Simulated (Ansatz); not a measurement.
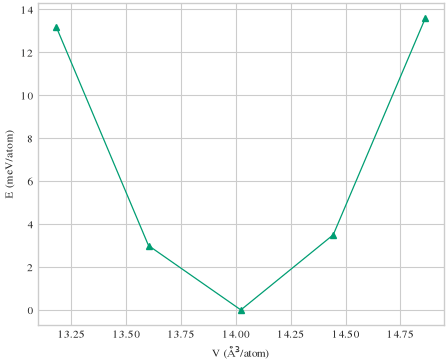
Figure: MnGe in space group Amm2 (No. 38; Mn on 2a, Ge on 2b) under volume change, plane-wave PAW PBE (Ansatz code), shape and atoms relaxed at each volume.

Question: What does a third-order Birch–Murnaghan fit give for V₀, B₀ and B′?

Answer: V₀ = 13.99 Å³/atom, B₀ = 84.2 GPa, B′ = 1.1.

The cell is a constructed one: a structure type filled with these elements; neither database checked (COD, Materials Project) lists it. Whether it is the stable phase at ambient conditions was not checked. Symmetry was held in the PBE relaxation, as lowered by the spin order; whether a distortion lowers the energy is not shown. The final state is antiferromagnetic, chosen from 4 collinear starts compared on coarse meshes (ties went to the first, and starts can fall back to one state), not a proven ground state.

Potentials: the later of the program's two PAW sets.
